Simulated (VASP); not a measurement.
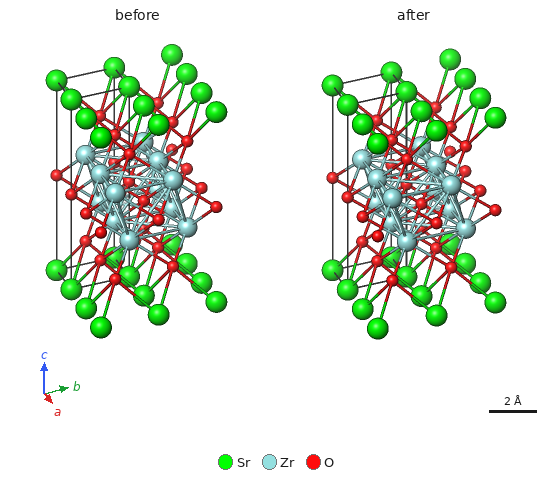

The structure of crystalline SrZr$_{2}$O$_{3}$ (a generated structure, set up in P-3m1) before (left) and after (right) a relaxation, at one scale.

The picture is a ball-and-stick view of the cell of the calculation, repeated 3 × 2 × 1 with one cell outlined, seen slightly off an axis.

The run lets cell and atoms move.

Method: VASP 6.6.1, Kohn-Sham DFT of a periodic cell, PBE, VASP PAW PBE potentials, recommended.

The input:
```
SYSTEM = SrZr2O3
  PREC = Accurate
  ENCUT = 520
  EDIFF = 1E-6
  ISMEAR = 0
  SIGMA = 0.1
  LREAL = .False.
  LASPH = .True.
  NELM = 120
  ALGO = Normal
  ISIF = 3
  LWAVE = .False.
  LCHARG = .False.
  GGA = PE
  IBRION = 2
  NSW = 90
  EDIFFG = -0.01
  KPAR = 4
```

Run as
```bash
cat potpaw_PBE.64/Sr_sv/POTCAR potpaw_PBE.64/Zr_sv/POTCAR potpaw_PBE.64/O/POTCAR > POTCAR
mpirun -np 4 vasp_std > vasp.out
```

Question: Describe what moved and what it gained.

Answer: The largest moves relative to the cell, 0.044 Å, are those of Zr atoms. Largest moves by element: Zr 0.044 Å, O 0.026 Å. Sr stays in place. The volume changes by +1.1 %, with a = b 3.308 → 3.371 Å (+1.9 %), c 8.475 → 8.251 Å (−2.6 %). Near-neighbour distances that change, for instance: Zr–Zr 3.208 → 3.106 Å, Zr–Zr 3.308 → 3.371 Å, Sr–Sr 3.308 → 3.371 Å, O–Zr 2.294 → 2.316 Å. Among the angles between lasting bonds that change: Zr–O–Zr 91.8° → 94.7°, Zr–O–Zr 88.2° → 85.3°. The space group stays P-3m1 (No. 164). After 11 geometry steps the energy has fallen by 9.8 meV per atom. Largest force component: 0.53 eV/Å at the start, 0.0016 eV/Å at the end. The pressure goes from 0.65 to 0.01 GPa. It ran on 4 threads of Intel(R) Xeon(R) Platinum 8488C (Sapphire Rapids), on a shared host.
